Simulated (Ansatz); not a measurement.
**What Ti → Hf does to BaTiO3**

Consider BaTiO3 in the cubic perovskite structure (space group Pm-3m, No. 221; a = 3.994 Å).

One thing is altered: every Ti is replaced by Hf; the structure is relaxed again.

Method: r2SCAN, PAW, 500 eV (Ansatz, a program for electronic structure; scalar-relativistic without spin-orbit coupling). Settings: 8×8×8 k-points, 0.05 eV Fermi–Dirac smearing.

Density: 8.29 g/cm³ (base 6.08 g/cm³)
Lattice parameter a: 4.177 Å (base 3.994 Å)
Space group: Pm-3m (No. 221) (base Pm-3m (No. 221))
Shortest interatomic distance: 2.089 Å (base 1.997 Å)
Band gap: 4.19 eV (base 2.17 eV)
Gap character: indirect, R → Γ (base indirect, R → Γ)
Smallest direct gap: 4.32 eV (base 2.28 eV)
Width of the top valence band: 0.82 eV (base 0.96 eV)
Electron mass (degenerate bands, along [100]): 0.35, 0.35, 2.3 mₑ (at Γ)

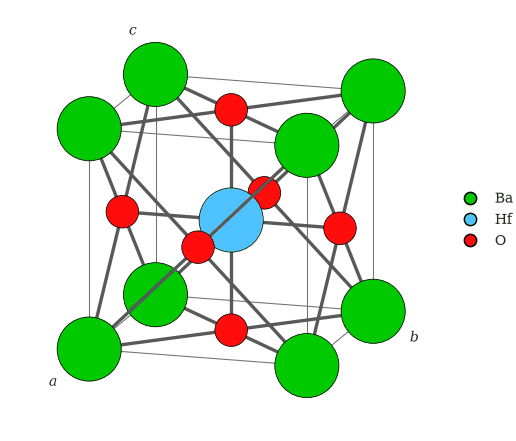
Fig. 1. The relaxed conventional cell after the change

Spin-orbit coupling, missing from the scalar runs, can matter with Hf. Effective masses come from finite differences of ±0.01 Å⁻¹. No phonon test of stability was made. The final runs are not spin-polarised. Many cubic perovskites are stable only at high temperature; tilts and polar distortions were not tested. This is not the structure that BaTiO3 has at room temperature and ambient pressure.
